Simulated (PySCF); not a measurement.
**BOF (fluoro(oxo)borane): SCS-MP2/cc-pVTZ**

What is the energy change on altering one bond length of BOF (fluoro(oxo)borane) at SCS-MP2/cc-pVTZ? The job is set up through a Python script.

The calculation is run with PySCF 2.14.0.

4 further runs of the same task are left out: 1 that didn't finish, 3 set aside as unsound or not needed. Runs told in other sessions of the task aren't counted.

### 1 The molecule

The species is BOF (3 atoms), meant as a singlet with charge 0. SMILES: `O=BF`. Geometry: relaxed at PBE0-D4/def2-TZVP.

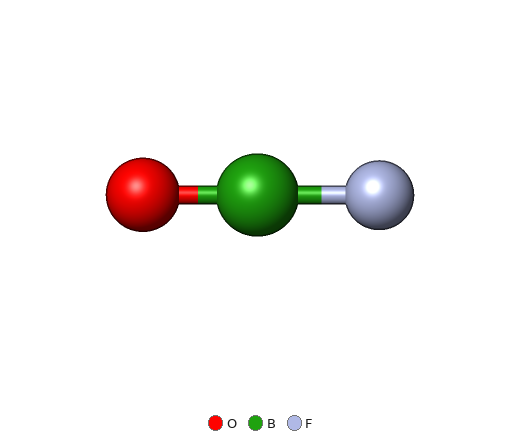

Viewed from a chosen angle; oxygen red, boron green, fluorine light blue.

### 2 A single-point energy at SCS-MP2/cc-pVTZ

input.py

```python
# O=BF
from pyscf import gto, scf, mp

mol = gto.Mole()
mol.atom = [
    ('O', (0.983100, -0.565100, 0.479900)),
    ('B', (0.020300, -0.011600, 0.009900)),
    ('F', (-1.003400, 0.576800, -0.489800)),
]
mol.verbose = 4
mol.max_memory = 1860
mol.charge = 0
mol.spin = 0
mol.basis = 'cc-pvtz'
mol.build()

hf = scf.RHF(mol)
hf.conv_tol = 1e-10
hf.kernel()
if not hf.converged:
    hf = hf.newton().run(hf.mo_coeff, hf.mo_occ)

pt = mp.MP2(hf, frozen=3).run()
e_tot = hf.e_tot + 1.2 * pt.e_corr_os + pt.e_corr_ss / 3
print(f'total energy: {e_tot:.8f} hartree')
```

Started as:

```
$ OMP_NUM_THREADS=1 python input.py
```

The log of the run:

```text
PySCF version 2.14.0

[INPUT] num. atoms = 3
[INPUT] num. electrons = 22
[INPUT] charge = 0
[INPUT] spin (= nelec alpha-beta = 2S) = 0
[INPUT] symmetry False subgroup None
[INPUT] Mole.unit = angstrom
[INPUT] Symbol           X                Y                Z      unit          X                Y                Z       unit  Magmom
[INPUT]  1 O      0.983100000000  -0.565100000000   0.479900000000 AA    1.857789753060  -1.067884232992   0.906879567179 Bohr   0.0
[INPUT]  2 B      0.020300000000  -0.011600000000   0.009900000000 AA    0.038361440329  -0.021920823045   0.018708288633 Bohr   0.0
[INPUT]  3 F     -1.003400000000   0.576800000000  -0.489800000000 AA   -1.896151193389   1.089994028649  -0.925587855812 Bohr   0.0

nuclear repulsion = 51.4389501540037
number of shells = 27
number of NR pGTOs = 126
number of NR cGTOs = 90
basis = cc-pvtz
ecp = {}

******** <class 'pyscf.scf.hf.RHF'> ********
method = RHF
initial guess = minao
damping factor = 0
level_shift factor = 0
DIIS = <class 'pyscf.scf.diis.CDIIS'>
diis_start_cycle = 1
diis_space = 8
diis_damp = 0
SCF conv_tol = 1e-10
SCF conv_tol_grad = None
SCF max_cycles = 50
direct_scf = True
direct_scf_tol = 1e-13
Set gradient conv threshold to 1e-05
Initial guess from minao.
init E= -199.382753475825
  HOMO = -0.53545068666707  LUMO = 0.0165778947687443  gap/eV = 15.02146
cycle= 1 E= -199.038446585354  delta_E= 0.344  |g|= 0.739  |ddm|= 1.53
  HOMO = -0.437356653710191  LUMO = 0.0904685691139253  gap/eV = 14.36286
cycle= 2 E= -199.096097055975  delta_E= -0.0577  |g|= 0.589  |ddm|= 0.588
  HOMO = -0.536838627402343  LUMO = 0.104464407467164  gap/eV = 17.45074
cycle= 3 E= -199.154268793919  delta_E= -0.0582  |g|= 0.0555  |ddm|= 0.22
  HOMO = -0.520862658997326  LUMO = 0.110025067523193  gap/eV = 17.16733
cycle= 4 E= -199.155294515056  delta_E= -0.00103  |g|= 0.0243  |ddm|= 0.0396
  HOMO = -0.523179034420548  LUMO = 0.110092905447074  gap/eV = 17.23221
cycle= 5 E= -199.155511121954  delta_E= -0.000217  |g|= 0.00896  |ddm|= 0.018
  HOMO = -0.523348043854518  LUMO = 0.109421047360996  gap/eV = 17.21852
cycle= 6 E= -199.155546533406  delta_E= -3.54e-05  |g|= 0.00301  |ddm|= 0.00724
  HOMO = -0.523137972629489  LUMO = 0.109453147180259  gap/eV = 17.21368
cycle= 7 E= -199.15555148533  delta_E= -4.95e-06  |g|= 0.000348  |ddm|= 0.00356
  HOMO = -0.52316878292328  LUMO = 0.109470979979827  gap/eV = 17.21500
cycle= 8 E= -199.155551537974  delta_E= -5.26e-08  |g|= 7.75e-05  |ddm|= 0.000342
  HOMO = -0.523165742969588  LUMO = 0.10947444967502  gap/eV = 17.21502
cycle= 9 E= -199.155551540497  delta_E= -2.52e-09  |g|= 1.66e-05  |ddm|= 8.08e-05
  HOMO = -0.523165391260879  LUMO = 0.109473734166743  gap/eV = 17.21499
cycle= 10 E= -199.155551540632  delta_E= -1.36e-10  |g|= 2.76e-06  |ddm|= 1.6e-05
  HOMO = -0.523165388036439  LUMO = 0.109473742330064  gap/eV = 17.21499
cycle= 11 E= -199.155551540637  delta_E= -4.49e-12  |g|= 6.86e-07  |ddm|= 3.36e-06
  HOMO = -0.523165301855446  LUMO = 0.109473731023463  gap/eV = 17.21498
Extra cycle  E= -199.155551540636  delta_E= 6.82e-13  |g|= 3.59e-07  |ddm|= 5.62e-07
converged SCF energy = -199.155551540636

******** <class 'pyscf.mp.mp2.RMP2'> ********
nocc = 8, nmo = 87
frozen orbitals 3
E(RMP2) = -199.726109496365  E_corr = -0.570557955728339
E(SCS-RMP2) = -199.709602265105  E_corr = -0.554050724468413
E_corr(same-spin) = -0.150714025852608
E_corr(oppo-spin) = -0.41984392987573
total energy: -199.70960227 hartree
```

Wall time 1.5 s (1 thread of Arm Neoverse V2, shared host); peak memory 0.2 GiB.

### 3 The distorted shape at the same level

job.py

```python
from pyscf import gto, mp

mol = gto.M(
    atom='''
O      4.041064    -2.323018     1.972666
B      0.038361    -0.021921     0.018708
F     -1.896151     1.089994    -0.925588
''',
    unit='bohr',
    basis='cc-pvtz',
    max_memory=1860,
    verbose=3,
)

mf = mol.RHF()
mf.conv_tol = 1e-10
mf.kernel()
if not mf.converged:
    mf = mf.newton().run(mf.mo_coeff, mf.mo_occ)

pt = mp.MP2(mf, frozen=3).run()
e_final = mf.e_tot + 1.2 * pt.e_corr_os + pt.e_corr_ss / 3
print(f'total energy: {e_final:.8f} hartree')
```

Started as:

```
$ OMP_NUM_THREADS=1 python job.py
```

The log of the run:

```text
converged SCF energy = -198.851524299687
E(RMP2) = -199.348745073802  E_corr = -0.497220774115383
E(SCS-RMP2) = -199.34875786291  E_corr = -0.49723356322303
total energy: -199.34875786 hartree
```

Wall time 1.5 s (1 thread of Arm Neoverse V2, shared host); peak memory 0.2 GiB.

### 4 Results

At SCS-MP2/cc-pVTZ, 3 core orbitals frozen:

| quantity | value |
| --- | --- |
| first shape: total energy | -199.70960 Eh |
| first shape: dipole moment (Hartree–Fock density) | 2.39 D |
| first shape: HOMO energy (Hartree–Fock orbitals) | -14.24 eV |
| first shape: LUMO energy (Hartree–Fock orbitals) | 2.98 eV |
| first shape: HOMO–LUMO gap (Hartree–Fock orbitals) | 17.21 eV |
| first shape: correlation energy (3 core orbitals frozen) | -554.1 mEh |
| distorted shape: total energy | -199.34876 Eh |
| distorted shape: dipole moment (Hartree–Fock density) | 1.75 D |
| distorted shape: HOMO energy (Hartree–Fock orbitals) | -11.72 eV |
| distorted shape: LUMO energy (Hartree–Fock orbitals) | 0.91 eV |
| distorted shape: HOMO–LUMO gap (Hartree–Fock orbitals) | 12.63 eV |
| distorted shape: correlation energy (3 core orbitals frozen) | -497.2 mEh |
| energy change with the O1–B2 bond stretched from 1.206 to 2.653 Å | 9.819 eV |

**Reading.** With the O1–B2 bond stretched from 1.206 to 2.653 Å the energy rises by 9.82 eV (226 kcal/mol). The first shape isn't relaxed at this level, so the change isn't measured from a minimum. A restricted reference can't describe the breaking bond well at this length. Mulliken charges (first shape) of the mean-field density run from -0.29 on O1 to +0.51 on B2; they depend strongly on the basis.
